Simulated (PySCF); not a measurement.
Input file:

```
{"job": {"kind": "uv", "xc": "PBE0", "basis": "def2-SVPD", "nstates": 6, "ntriplets": 2}, "charge": 0, "multiplicity": 1}
B     -2.361919     0.432107     0.216443
Si    -1.332641    -0.967336    -0.630139
Si     0.862570    -0.865052     0.196696
Si     1.974250     1.115680    -0.238656
H     -2.359078     1.524273    -0.207504
H     -2.941552     0.257599     1.219154
H     -1.813202    -2.349034    -0.445923
H     -1.195396    -0.873681    -2.097413
H      1.641928    -2.009072    -0.302108
H      0.846770    -1.096833     1.653138
H      3.352475     1.171606     0.253333
H      2.042181     1.406582    -1.673102
H      1.279224     2.253646     0.373842
```

Launched as:

```sh
OMP_NUM_THREADS=1 python probes_run.py task.json out
```

Geometry: GFN2-xTB.

Computed with PySCF, PBE0/def2-SVPD, SCF density, gas phase.

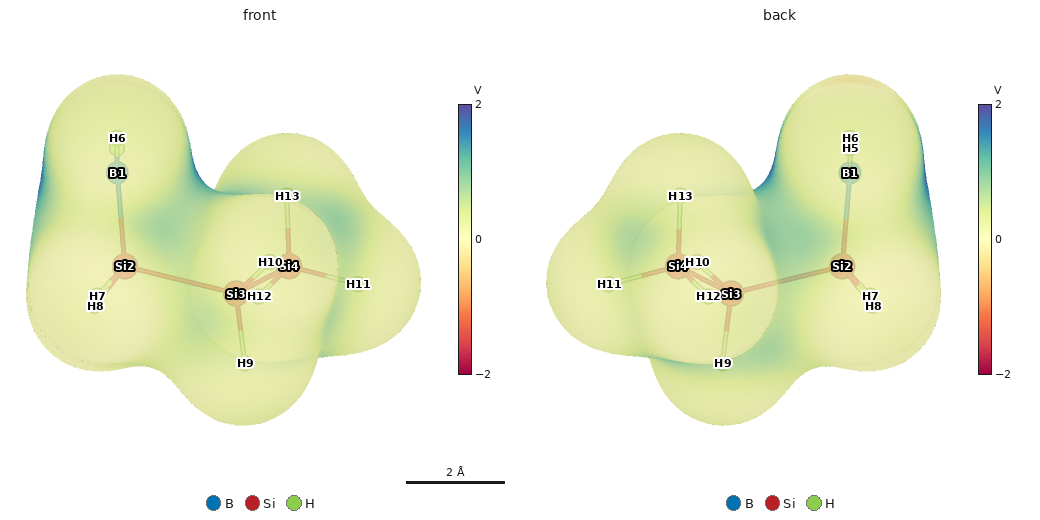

BH9Si3 (SMILES B[SiH2][SiH2][SiH3]). The molecular electrostatic potential painted on the density surface at 0.002 e/bohr³, seen from the front and from behind; the colour scale runs from red (negative) to blue (positive).

Question: Where is the surface potential most negative and most positive?

Answer: The most negative region (about −0.2 V) lies over H5, the most positive (about +1.9 V) over B1.

Question: How polar is the molecule by this calculation?

Answer: Its dipole moment is 0.29 D.
